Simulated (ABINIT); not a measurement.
## A GW chain in ABINIT: SiC (Moissanite)

Aim: the G0W0 gap of SiC (Moissanite) on PBE, step by step.

Calculated with ABINIT 10.8.3; PBE and many-body steps on it, plane waves.

**What was measured.**

- Gap 3 eV: optical absorption onset, approximate; UV-Vis-NIR transmission; bulk crystal (400 micron semi-insulating 6H-SiC wafer) (“Effects of energetic ion irradiation on WSe2/SiC heterostructures”, 2017, pmc:5482891).

- Gap 3.02 eV: band gap at cryogenic temperature; bulk crystal (literature value) (quoted in “Silicon carbide diodes for neutron detection”, 2020, arxiv:2009.14696).

- Gap 3.03 eV: indirect gap, experimental literature value; quoted from earlier experiment; bulk crystal (quoted in “Charge spill-out and work function of few-layer graphene on SiC(0001)”, 2018, arxiv:1806.04908).

Most raw output is cut from this account.

## Step 1: The structure

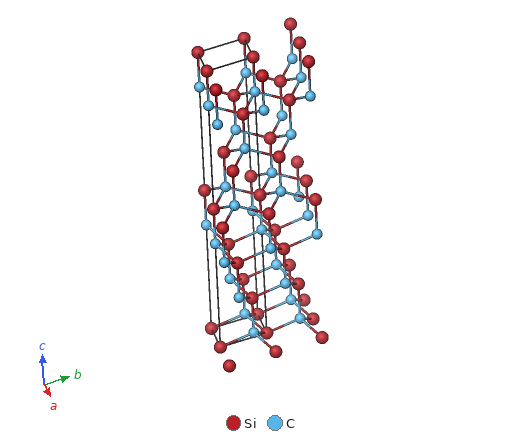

The starting structure, seen slightly off an axis (silicon red, carbon blue). 2×2×1 cells are drawn. Bonds to atoms that aren't drawn are left out. Some periodic images of atoms are drawn too.

The cell and positions come from the Crystallography Open Database and are kept as given unless a step says otherwise.

## Step 2: Ground state

This step: ABINIT 10.8.3; DFT, PBE, plane waves, norm-conserving pseudopotentials.

The ground-state density comes first.

run.abi reads:

```
acell 3*1.0 Angstrom
rprim 
  3.081000000023 -0.000000000005 0.000000000000
  -1.540500000007 2.668224269083 0.000000000000
  0.000000000000 0.000000000000 15.124800000000
ntypat 2
znucl 14 6
natom 12
typat 1 1 1 1 1 1 2 2 2 2 2 2
xred 
  0.000000000000 0.000000000000 0.000000000000
  0.000000000000 0.000000000000 0.500000000000
  0.333333333333 0.666666666667 0.166400000000
  0.666666666667 0.333333333333 0.666400000000
  0.666666666667 0.333333333333 0.332900000000
  0.333333333333 0.666666666667 0.832900000000
  0.333333333333 0.666666666667 0.041200000000
  0.666666666667 0.333333333333 0.541200000000
  0.666666666667 0.333333333333 0.208000000000
  0.333333333333 0.666666666667 0.708000000000
  0.000000000000 0.000000000000 0.374600000000
  0.000000000000 0.000000000000 0.874600000000
pp_dirpath "pseudos"
pseudos "Si.upf, C.upf"
ecut 37
ngkpt 6 6 2
nshiftk 1
shiftk 0 0 0
kptopt 1
chksymbreak 0
nband 34
occopt 1
tolvrs 1e-10
nstep 60
prtwf 0
optforces 0
optstress 0
indata_prefix "in"
outdata_prefix "out"
tmpdata_prefix "tmp"
```

The run is started by

```
$ OMP_NUM_THREADS=1 mpirun -n 8 abinit run.abi > log
```

The job ended after 31 s (8 MPI ranks of Arm Neoverse V1, shared host; peak memory 0.83 GiB).

This step gave:

- total energy: -1676.7154 eV
- gap: 2.017 eV
- k of the valence top: 0, 0, 0
- k of the conduction bottom: 0.5, 0, 0
- least direct gap: 3.123 eV

The gap is indirect, with the least direct gap 1.11 eV higher.

## Step 3: Bands along the symmetry lines

Levels along a band path, at the cheap level, show where the edges lie and whether the meshes to come will hold them.

run.abi, as its differences from that of step 2:

```diff
@@ -25,14 +25,53 @@
 ecut 37
-ngkpt 6 6 2
-nshiftk 1
-shiftk 0 0 0
-kptopt 1
-chksymbreak 0
-nband 34
-occopt 1
-tolvrs 1e-10
-nstep 60
+iscf -2
+irdden 1
+kptopt 0
+nkpt 39
+kpt 
+  0.00000000 0.00000000 0.00000000
+  0.12500000 0.00000000 0.00000000
+  0.25000000 0.00000000 0.00000000
+  0.37500000 0.00000000 0.00000000
+  0.50000000 0.00000000 0.00000000
+  0.45833333 0.08333333 0.00000000
+  0.41666666 0.16666666 0.00000000
+  0.37500000 0.25000000 0.00000000
+  0.33333333 0.33333333 0.00000000
+  0.25000000 0.25000000 0.00000000
+  0.16666666 0.16666666 0.00000000
+  0.08333333 0.08333333 0.00000000
+  0.00000000 0.00000000 0.00000000
+  0.00000000 0.00000000 0.12500000
+  0.00000000 0.00000000 0.25000000
+  0.00000000 0.00000000 0.37500000
+  0.00000000 0.00000000 0.50000000
+  0.12500000 0.00000000 0.50000000
+  0.25000000 0.00000000 0.50000000
+  0.37500000 0.00000000 0.50000000
+  0.50000000 0.00000000 0.50000000
+  0.45833333 0.08333333 0.50000000
+  0.41666666 0.16666666 0.50000000
+  0.37500000 0.25000000 0.50000000
+  0.33333333 0.33333333 0.50000000
+  0.25000000 0.25000000 0.50000000
+  0.16666666 0.16666666 0.50000000
+  0.08333333 0.08333333 0.50000000
+  0.00000000 0.00000000 0.50000000
+  0.50000000 0.00000000 0.50000000
+  0.50000000 0.00000000 0.37500000
+  0.50000000 0.00000000 0.25000000
+  0.50000000 0.00000000 0.12500000
+  0.50000000 0.00000000 0.00000000
+  0.33333333 0.33333333 0.50000000
+  0.33333333 0.33333333 0.37500000
+  0.33333333 0.33333333 0.25000000
+  0.33333333 0.33333333 0.12500000
+  0.33333333 0.33333333 0.00000000
+istwfk *1
+nband 39
+nbdbuf 10
+tolwfr 1e-07
+nstep 50
 prtwf 0
-optforces 0
-optstress 0
+prtvol 0
 indata_prefix "in"
```

It took 35 s on 8 MPI ranks; peak memory 0.82 GiB; 4.7 min of CPU time.

Numbers from this step:

```yaml
gap: 2.012 eV
k_of_the_valence_top: 0, 0, 0
k_of_the_conduction_bottom: 0.5, 0, 0.25
least_direct_gap: 3.123 eV
```

The gap is 2.012 eV, −0.005 eV from the run before at this level.

The electronic bands at the labelled points (eV, zero at the top of the highest filled band):

| point | band 21 | band 22 | band 23 | band 24 | band 25 | band 26 | band 27 | band 28 |
| --- | --- | --- | --- | --- | --- | --- | --- | --- |
| Γ | -0.29 | -0.04 | 0.00 | 0.00 | 5.16 | 5.34 | 5.74 | 6.25 |
| M | -1.84 | -1.76 | -1.66 | -1.11 | 2.02 | 2.21 | 3.23 | 3.89 |
| K | -3.14 | -2.21 | -2.08 | -2.08 | 3.49 | 3.49 | 3.75 | 5.04 |
| Γ | -0.29 | -0.04 | 0.00 | 0.00 | 5.16 | 5.34 | 5.74 | 6.25 |
| A | -0.09 | -0.09 | -0.09 | -0.09 | 5.23 | 5.23 | 5.97 | 5.97 |
| L | -1.72 | -1.72 | -1.31 | -1.31 | 2.06 | 2.06 | 3.45 | 3.45 |
| H | -2.63 | -2.63 | -2.27 | -2.27 | 3.68 | 3.68 | 4.32 | 4.32 |
| A | -0.09 | -0.09 | -0.09 | -0.09 | 5.23 | 5.23 | 5.97 | 5.97 |
| jump to L | -1.72 | -1.72 | -1.31 | -1.31 | 2.06 | 2.06 | 3.45 | 3.45 |
| M | -1.84 | -1.76 | -1.66 | -1.11 | 2.02 | 2.21 | 3.23 | 3.89 |
| jump to H | -2.63 | -2.63 | -2.27 | -2.27 | 3.68 | 3.68 | 4.32 | 4.32 |
| K | -3.14 | -2.21 | -2.08 | -2.08 | 3.49 | 3.49 | 3.75 | 5.04 |

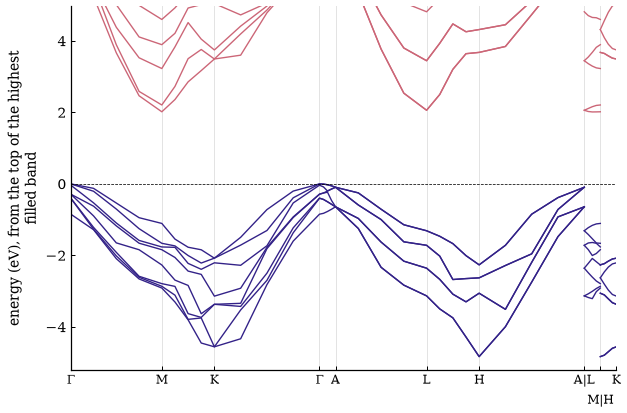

Electronic bands along the path; lines of filled and empty bands in two colours.

## Step 4: Empty states on the mesh, 3×3×1 mesh, 257 bands

The sums over transitions need many empty states on a uniform mesh; this step solves for them.

run.abi reads:

```
acell 3*1.0 Angstrom
rprim 
  3.081000000023 -0.000000000005 0.000000000000
  -1.540500000007 2.668224269083 0.000000000000
  0.000000000000 0.000000000000 15.124800000000
ntypat 2
znucl 14 6
natom 12
typat 1 1 1 1 1 1 2 2 2 2 2 2
xred 
  0.000000000000 0.000000000000 0.000000000000
  0.000000000000 0.000000000000 0.500000000000
  0.333333333333 0.666666666667 0.166400000000
  0.666666666667 0.333333333333 0.666400000000
  0.666666666667 0.333333333333 0.332900000000
  0.333333333333 0.666666666667 0.832900000000
  0.333333333333 0.666666666667 0.041200000000
  0.666666666667 0.333333333333 0.541200000000
  0.666666666667 0.333333333333 0.208000000000
  0.333333333333 0.666666666667 0.708000000000
  0.000000000000 0.000000000000 0.374600000000
  0.000000000000 0.000000000000 0.874600000000
pp_dirpath "pseudos"
pseudos "Si.upf, C.upf"
ecut 37
ngkpt 3 3 1
nshiftk 1
shiftk 0 0 0
kptopt 1
chksymbreak 0
iscf -2
irdden 1
istwfk *1
nband 257
nbdbuf 22
tolwfr 1e-09
nstep 60
prtvol 0
indata_prefix "in"
outdata_prefix "out"
tmpdata_prefix "tmp"
```

The run is started by

```
$ OMP_NUM_THREADS=2 mpirun -n 3 abinit run.abi > log
```

The job ended after 82 s (3 MPI ranks; peak memory 0.34 GiB).

Numbers from this step:

```yaml
gap: 2.813 eV
k_of_the_valence_top: 0, 0, 0
k_of_the_conduction_bottom: 0.3333, 0, 0
least_direct_gap: 3.641 eV
k_points_computed: 3
lowest_point_of_the_top_converged_band_above_the_valence_top: 68.9346 eV
```

On this mesh the gap is 2.813 eV. The earlier step found 2.017 eV, so this mesh misses an edge.

## Step 5: Screening, 3×3×1 mesh, 235 bands, screening to 155.1 eV

The RPA dielectric matrix is built and inverted for each q.

This step: RPA screening on PBE, plane waves, norm-conserving pseudopotentials.

run.abi, as its differences from that of step 4:

```diff
@@ -30,10 +30,11 @@
 chksymbreak 0
-iscf -2
-irdden 1
 istwfk *1
-nband 257
-nbdbuf 22
-tolwfr 1e-09
-nstep 60
-prtvol 0
+occopt 1
+irdwfk 1
+optdriver 3
+nband 235
+ecuteps 5.7
+inclvkb 2
+awtr 1
+symchi 1
 indata_prefix "in"
```

The run is started by

```
$ OMP_NUM_THREADS=1 mpirun -n 8 abinit run.abi > log
```

Run time: 40 s. Hardware: 8 MPI ranks; peak memory 2.6 GiB.

This step gave:

- ε∞ with local fields, on this mesh, along the program's q direction: 9.791
- the same without local fields: 10.71
- plasma frequency: 23.07 eV
- plane waves in the screening matrix: 553

Local fields lower ε∞ by 9 %. On a Γ-centred mesh this coarse the value itself is usually too large, while a short band sum pulls it down.

## Step 6: Self-energy, 3×3×1 mesh, 235 bands, screening to 155.1 eV

The self-energy is evaluated for the states that the input lists, and the levels follow from it, in one-shot runs by the linearised quasiparticle equation.

This step: G0W0 on PBE, plane waves, norm-conserving pseudopotentials.

run.abi, as its differences from that of step 5:

```diff
@@ -33,8 +33,17 @@
 irdwfk 1
-optdriver 3
+optdriver 4
 nband 235
+gwcalctyp 0
+ecutsigx 37
+symsigma 1
+nkptgw 2
+kptgw 
+  0.0000000000 0.0000000000 0.0000000000
+  0.3333333333 0.0000000000 0.0000000000
+bdgw 
+  23 26
+  23 26
 ecuteps 5.7
-inclvkb 2
-awtr 1
-symchi 1
+irdscr 1
+ppmodel 1
 indata_prefix "in"
```

Run time: 21 s. Hardware: 8 MPI ranks; peak memory 1.9 GiB.

Numbers from this step:

```yaml
g0w0_gap_on_the_points_computed: 3.470 eV
starting_gap_on_the_mesh: 2.813 eV
k_of_the_valence_top: 0, 0, 0
k_of_the_conduction_bottom: 0.3333, 0, 0
z_at_the_valence_top: 0.79
z_at_the_conduction_bottom: 0.813
least_direct_g0w0_gap_on_the_computed_points: 4.41 eV
```

The gap on the mesh goes from 2.81 eV to 3.47 eV, a correction of +0.66 eV. The start differs from the 2.02 eV found before because the two sample other k points.

Limits: finite bands, cutoff and mesh; coarse k mesh. v1 is the top filled band, c1 the lowest empty one. The levels before and after the correction (eV, zero at the valence-band top of each column):

|  | conduction bottom | valence top |
| --- | --- | --- |
| Kohn-Sham | 2.81 | 0.00 |
| G0W0 | 3.47 | 0.00 |

|  | level | energy (eV) |
| --- | --- | --- |
| Kohn-Sham | Γ v2-v1 | 0.000 |
| Kohn-Sham | Γ c1 | 5.164 |
| Kohn-Sham | Γ c2 | 5.336 |
| Kohn-Sham | (0.333 0 0) v2 | -1.079 |
| Kohn-Sham | (0.333 0 0) v1 | -0.829 |
| Kohn-Sham | (0.333 0 0) c1 | 2.813 |
| Kohn-Sham | (0.333 0 0) c2 | 2.903 |
| G0W0 | Γ v2-v1 | 0.000 |
| G0W0 | Γ c1 | 6.032 |
| G0W0 | Γ c2 | 6.195 |
| G0W0 | (0.333 0 0) v2 | -1.162 |
| G0W0 | (0.333 0 0) v1 | -0.940 |
| G0W0 | (0.333 0 0) c1 | 3.470 |
| G0W0 | (0.333 0 0) c2 | 3.574 |

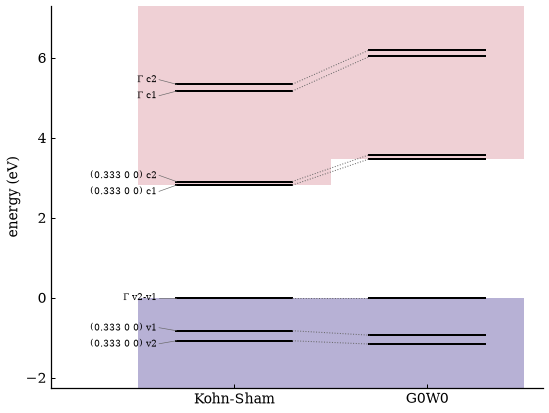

Levels before and after the correction. Shaded: valence and conduction bands.

## Step 7: Where the time went

Times are wall times on the hardware named with each run, good to a factor of about two.

| step | time | share | memory (GiB) |
| --- | --- | --- | --- |
| ground state | 31 s | 15 % | 0.83 |
| bands along the symmetry lines | 35 s | 17 % | 0.82 |
| empty states on the mesh | 82 s | 39 % | 0.34 |
| screening | 40 s | 19 % | 2.6 |
| self-energy | 21 s | 10 % | 1.9 |

## Step 8: Outcome

```
PBE gap                              : 2.01 eV, indirect
G0W0 gap on the mesh                 : 3.47 eV
G0W0 gap over the zone (rigid shift) : 2.67 eV
GW settings                          : 3×3×1 mesh, 235 bands, screening to 155.1 eV, Godby-Needs plasmon pole
known limits                         : not at the basis limit; coarse k mesh
```

**Reading.** G0W0 moves the gap on the mesh from 2.81 eV to 3.47 eV (+0.66 eV), with Z of 0.79 and 0.81 at the edges. The mesh misses the band edges by 0.80 eV in all; a rigid shift gives 2.67 eV for the zone. Local fields lower the RPA ε∞ on this mesh from 10.71 to 9.79; a Γ-centred mesh this coarse tends to raise both, most where the direct gap is narrow, while a short band sum lowers them. Only 2 of the mesh's irreducible points were corrected, so a valley elsewhere could overtake. The dearest step here is «empty states on the mesh». Against experiment, by G0W0@PBE: the gap of 2.67 eV lies −0.33 eV from the measured 3 eV (optical, 2017); the gap of 2.67 eV lies −0.35 eV from the measured 3.02 eV (kind not stated, quoted 2020); the gap of 2.67 eV lies −0.36 eV from the measured 3.03 eV (indirect, quoted 2018). An exciton line or allowed optical edge lies below the quasiparticle gap by the binding energy; a forbidden edge can push the onset above it. The calculation has static nuclei and no excitons; a measured gap holds zero-point and thermal motion, which mostly lowers it. Bands and cutoff are finite, so the gap is not at the basis limit. The miss can reach some tenths of an eV and take either sign; the mesh is an error of its own. In the G0W0 run levels were corrected at 2 k points alone, so a gap called «on the mesh» is the least over those, and an edge elsewhere would be missed. A denser mesh or path gives a starting gap of 2.01 eV: the GW mesh misses a band edge, so its gaps are not the fundamental one. The 3×3×1 mesh is coarse for this cell, which bears on the long-range parts of exchange and screening.

[Paths, hosts, dates, memory and timing lines, banners, echoed tables and standing remarks are left out of the program output.]

[Logs are printed without paths, hosts, clocks, repeated set-up lines and the standing remarks that a program may print on its own settings, such as how far it seeks lower states.]

[Runs of the session that timed out or met a known fault of the program may be left out.]

[Hosts, paths, dates, database ids (printed as entryN), source tags and the programs' standing remarks are cut or masked in the printed files.]

[G0W0 gaps are taken among the corrected bands and points alone; a level outside them can change the order at an edge.]

[Where Ansatz stands beside ABINIT at settings called matched, ABINIT's density can come from a denser mesh and the files from another edition; pairs whose starting gaps differed by over 0.03 eV were left out, so agreement reads better than it is.]
